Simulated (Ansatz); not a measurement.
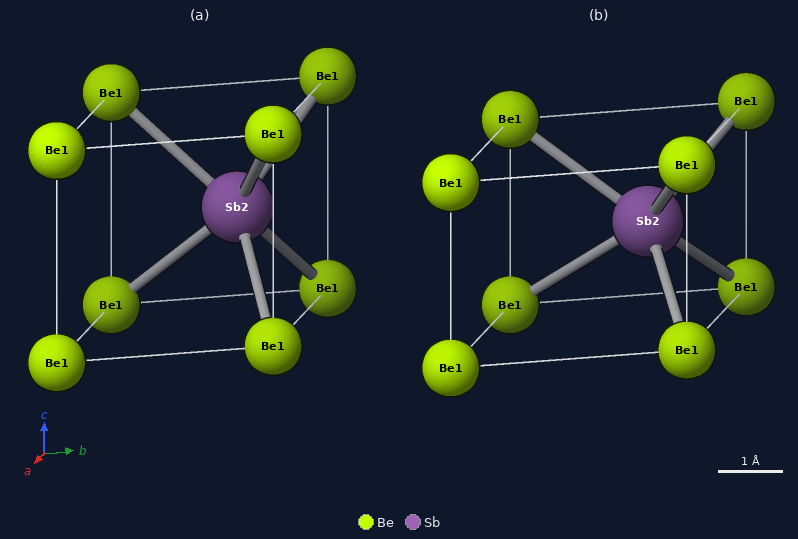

The structure of a crystal of BeSb (a generated structure, set up in P-6m2) before (left) and after (right) a relaxation, at one scale.

Style: ball-and-stick. Shown: the cell of the calculation, slightly off an axis.

Level of theory: DFT PBE, scalar-relativistic, plane waves, PAW (Ansatz 0.2.0). Settings: plane-wave cutoff 420 eV; k-point mesh 18 × 18 × 16; occupations gaussian; smearing width 0.1 eV; no spin polarisation; cell and atoms relaxed; force threshold 0.01 eV/Å; at most 80 steps.

### Summarise the run.

After 7 accepted moves (9 points after the start) the energy has fallen by 0.169 eV per cell of the calculation. All forces vanish by symmetry, so only the cell relaxes. Pressure: 0.25 GPa at the start and 0.00 GPa at the end. The SCF was repeated twice at an unchanged geometry on a basis and grid sized afresh for the cell, which shifted the energy by 1.6 meV per cell of the calculation at most. The atoms keep their places relative to the cell (all moves are under 0.005 Å). The drawn cell changes as follows: a = b 3.555 → 3.879 Å (+9.1 %), c 3.477 → 3.038 Å (−12.6 %); the volume changes by +4.0 %. Some distances before and after: Sb2–Sb2 3.477 → 3.038 Å, Be1–Sb2 2.690 → 2.706 Å. Among the angles between lasting bonds that change: Be1–Sb2–Be1 80.5° → 68.3°, Sb2–Be1–Sb2 80.5° → 68.3°, Sb2–Be1–Sb2 82.7° → 91.6°. The space group stays P-6m2 (No. 187). The run took 87 s on 1 thread of Intel(R) Xeon(R) 6975P-C (Granite Rapids), on a shared host, peak memory 0.57 GiB.
